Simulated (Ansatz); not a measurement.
# Calculations on CH9AsSSi2

**1. Relaxation**

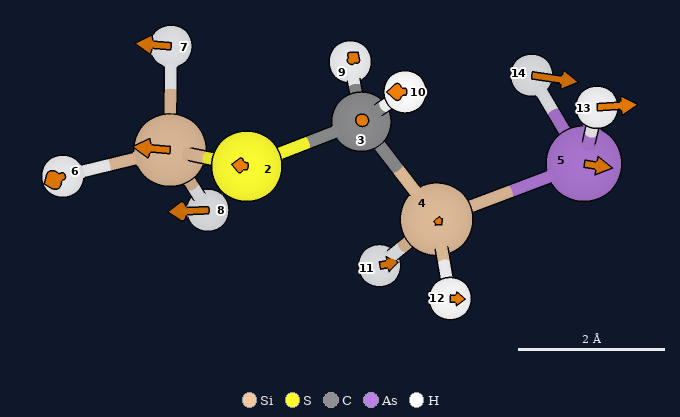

This is a relaxation of CH9AsSSi2. The starting structure is drawn; orange arrows show the displacements, magnified 3 times. The two geometries are superimposed by the best rigid fit.

A ball-and-stick model, seen face on.

The run prepares an end point of a later path (inversion) calculation, from a guessed geometry.

The calculation used Ansatz 0.2.0, RKS B3LYP-D4/def2-SVP.

Input file:
```yaml
crystal:
  periodic: [false, false, false]
  atoms:
    - { symbol: Si, position_ang: [-1.6627, 1.8531, 0.5181] }
    - { symbol: S, position_ang: [-0.1653, 1.0829, 1.7673] }
    - { symbol: C, position_ang: [0.7506, 0.2854, 0.4156] }
    - { symbol: Si, position_ang: [0.206, -1.4316, 0.1164] }
    - { symbol: As, position_ang: [1.4157, -2.4655, -1.5428] }
    - { symbol: H, position_ang: [-2.6381, 2.7078, 1.325] }
    - { symbol: H, position_ang: [-1.0828, 2.7657, -0.5152] }
    - { symbol: H, position_ang: [-2.418, 0.8281, -0.1504] }
    - { symbol: H, position_ang: [0.7637, 0.8946, -0.4657] }
    - { symbol: H, position_ang: [1.8428, 0.1973, 0.7766] }
    - { symbol: H, position_ang: [-1.2772, -1.3844, -0.3045] }
    - { symbol: H, position_ang: [0.2376, -2.2184, 1.3775] }
    - { symbol: H, position_ang: [2.697, -1.9651, -0.8683] }
    - { symbol: H, position_ang: [1.3177, -1.1791, -2.4208] }
basis:
  gaussian: { orbitals: def2-SVP }
hamiltonian:
  xc: b3lyp
  dispersion: d4
relax:
  f_tol: 0.015
  max_steps: 40
```

Launched with:
```bash
ansatz run input.yaml --threads 2 --pin off --max-ram 3072MiB --backend cpu --events-out ev --progress --plain --runs-dir out
```

Q: What did the optimiser do to the structure, and how much energy did it gain?

A: After 6 accepted moves (7 points after the start) the energy has fallen by 33.8 kJ/mol. The largest force component goes from 2.4 to 0.0032 eV/Å. The line search rejected the trial step at point 6 of the run. The largest move after the best rigid fit is that of H14, 0.22 Å. By element the largest moves are H 0.22 Å, Si 0.18 Å, As 0.14 Å, S 0.09 Å, C 0.07 Å. Among the contacts that change: Si4–As5 2.299 → 2.394 Å, C3–Si4 1.826 → 1.897 Å, Si1–S2 2.097 → 2.154 Å, Si1–H8 1.438 → 1.491 Å. Among the angles between lasting bonds that change: Si1–S2–C3 94.5° → 100.6°, S2–Si1–H6 110.3° → 105.4°, H6–Si1–H7 105.7° → 110.4°. Cost: 37 s on 2 threads of Intel(R) Xeon(R) Platinum 8375C CPU @ 2.90GHz (Ice Lake), with other jobs on the host, peak memory 0.45 GiB.

**2. Relaxation**

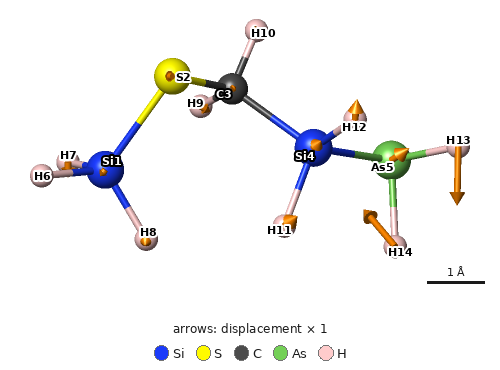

This is a relaxation of CH$_{9}$AsSSi$_{2}$. The starting structure is drawn; orange arrows show the displacements, at their true length. The two geometries are superimposed by the best rigid fit.

Style: ball-and-stick. Shown at a tilt.

The run prepares an end point of a later path (inversion) calculation, from a guessed geometry.

Computed with RKS B3LYP-D4/def2-SVP in Ansatz 0.2.0.

The input:
```yaml
crystal:
  periodic: [false, false, false]
  atoms:
    - { symbol: Si, position_ang: [-1.6627, 1.8531, 0.5181] }
    - { symbol: S, position_ang: [-0.1653, 1.0829, 1.7673] }
    - { symbol: C, position_ang: [0.7506, 0.2854, 0.4156] }
    - { symbol: Si, position_ang: [0.206, -1.4316, 0.1164] }
    - { symbol: As, position_ang: [1.4157, -2.4655, -1.5428] }
    - { symbol: H, position_ang: [-2.6381, 2.7078, 1.325] }
    - { symbol: H, position_ang: [-1.0828, 2.7657, -0.5152] }
    - { symbol: H, position_ang: [-2.418, 0.8281, -0.1504] }
    - { symbol: H, position_ang: [0.7637, 0.8946, -0.4657] }
    - { symbol: H, position_ang: [1.8428, 0.1973, 0.7766] }
    - { symbol: H, position_ang: [-1.2772, -1.3844, -0.3045] }
    - { symbol: H, position_ang: [0.2376, -2.2184, 1.3775] }
    - { symbol: H, position_ang: [1.51902, -3.70231, -0.64464] }
    - { symbol: H, position_ang: [0.09324, -2.98486, -2.18831] }
basis:
  gaussian: { orbitals: def2-SVP }
hamiltonian:
  xc: b3lyp
  dispersion: d4
relax:
  f_tol: 0.015
  max_steps: 40
```

Launched with:
```bash
ansatz run input.yaml --threads 2 --pin off --max-ram 3072MiB --backend cpu --events-out ev --progress --plain --runs-dir out
```

Question: What did the optimiser do to the structure, and how much energy did it gain?

Answer: H14 moves most after the best rigid fit: 1.12 Å. Largest moves by element: H 1.12 Å, As 0.45 Å, Si 0.29 Å, S 0.19 Å, C 0.08 Å. Some distances before and after: Si4–As5 2.299 → 2.397 Å, C3–Si4 1.826 → 1.898 Å, Si1–S2 2.097 → 2.154 Å, Si1–H8 1.438 → 1.492 Å. Among the angles between lasting bonds that change: Si1–S2–C3 94.5° → 100.6°, S2–Si1–H6 110.3° → 105.4°, Si4–C3–H10 105.2° → 109.9°. Groups turn about Si4–As5 by about 60°. Over 26 accepted moves (27 points after the start) the energy falls by 41.1 kJ/mol. The largest force component goes from 2.5 to 0.0099 eV/Å. The line search rejected the trial step at point 13 of the run. The forces were under the threshold at step 7, but the run went on from there. The run took 120 s on 2 threads of Intel(R) Xeon(R) Platinum 8375C CPU @ 2.90GHz (Ice Lake), on a shared host, peak memory 0.45 GiB.

**3. Path**

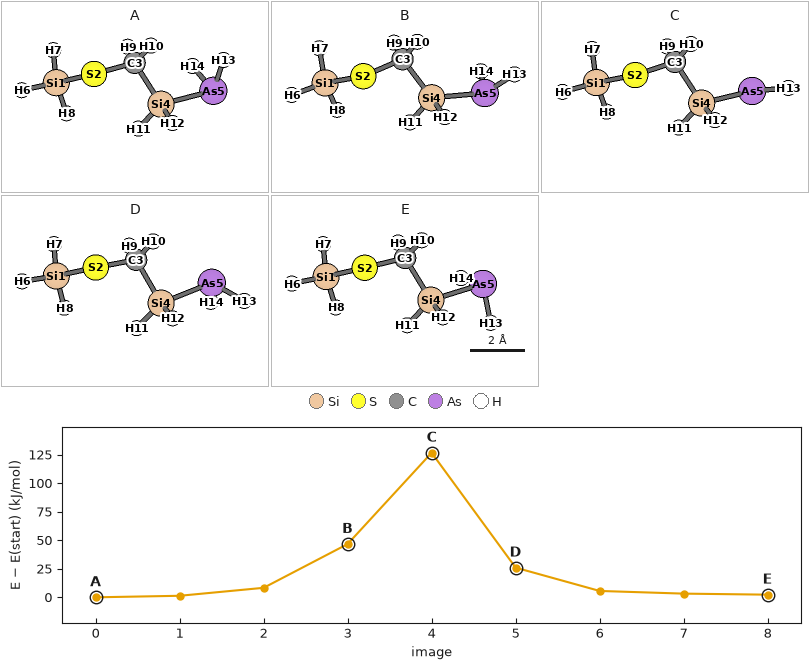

NEB run on CH$_{9}$AsSSi$_{2}$. Images are numbered from 0 (start) to 8 (end). Frames A to E are images 0, 3, 4, 5, 8. A ball-and-stick model, seen face on.

Method: RKS B3LYP-D4/def2-SVP in Ansatz 0.2.0. Run with 7 movable images; climbing image; force threshold 0.05 eV/Å; iteration limit 36; starting path by image-dependent pair potential.

> Describe the mechanism and the energy profile.

The motion is an umbrella inversion at As5. No bond forms or breaks between the ends. Among the angles between lasting bonds that change up to the highest image: Si4–As5–H14 91.9° → 125.1°, Si4–As5–H13 92.1° → 123.7°. Forward barrier 126.7 kJ/mol, backward barrier 124.4 kJ/mol, with image 4 at the top; the reaction energy is +2.3 kJ/mol. The band converged in 18 iterations, with a climbing image at the top. At the top, the vibrational analysis gives one imaginary mode (722i cm⁻¹), as a transition state must have.
